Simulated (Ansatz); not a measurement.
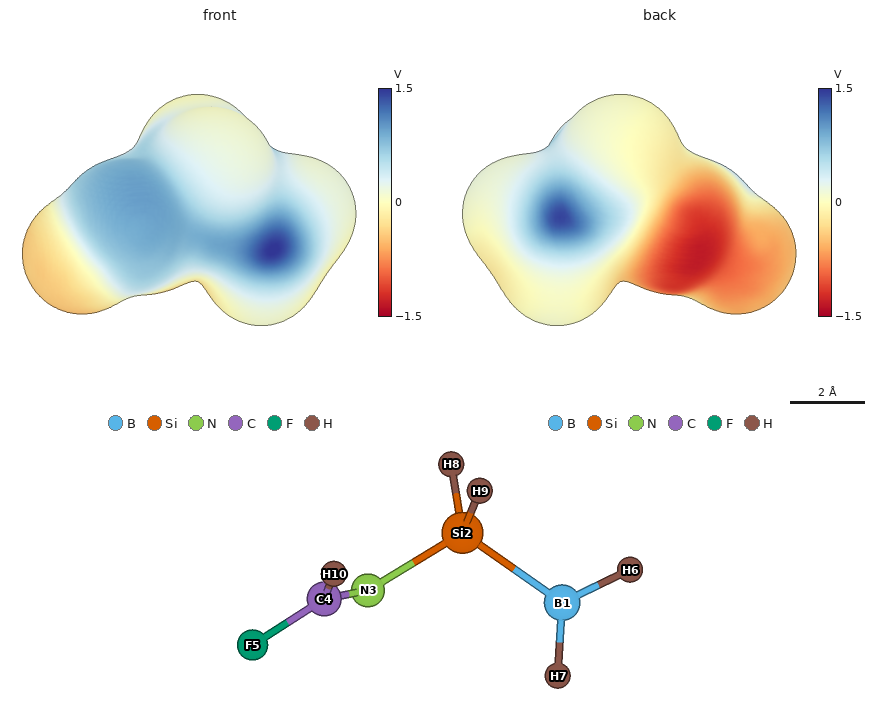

*CH5BFNSi (SMILES B[SiH2]N=CF). The electrostatic potential painted on the density surface at 0.001 e/bohr³, seen from the front and from behind; red is negative and blue positive. The bare structure is drawn below in the same view.*

Computed with Ansatz 0.2.0, RKS revPBE-D4/6-31G*.

Input

```
crystal:
  periodic: [false, false, false]
  atoms:
    - { symbol: B, position_ang: [-1.6369, -0.0077, -0.5642] }
    - { symbol: Si, position_ang: [-0.4257, -0.5869, 0.7593] }
    - { symbol: "N", position_ang: [1.1871, -0.6128, 0.0591] }
    - { symbol: C, position_ang: [1.8812, 0.4662, -0.3296] }
    - { symbol: F, position_ang: [3.0616, 0.3745, -0.8613] }
    - { symbol: H, position_ang: [-2.3186, 1.0304, -0.3811] }
    - { symbol: H, position_ang: [-1.7807, -0.5509, -1.5875] }
    - { symbol: H, position_ang: [-0.7589, -1.9237, 1.1777] }
    - { symbol: H, position_ang: [-0.448, 0.3338, 1.9643] }
    - { symbol: H, position_ang: [1.3219, 1.4258, -0.2338] }
basis:
  gaussian: { orbitals: "6-31G*" }
hamiltonian:
  xc: revpbe
  dispersion: d4
relax:
  f_tol: 0.015
  max_steps: 40
output:
  orbitals: {}
```

Run with:

```sh
ansatz run input.yaml --threads 1 --pin off --max-ram 2048MiB --backend cpu --events-out ev --progress --plain --runs-dir out
```

The fields are those of the relaxed geometry.

**Which sites attract a positive test charge, and which a negative one?**

A positive charge is drawn to the negative regions and a negative charge to the positive ones. The most negative region (about −1.3 V) lies over N3, the most positive (about +1.4 V) over B1. N3 is the likeliest acceptor of a hydrogen bond.
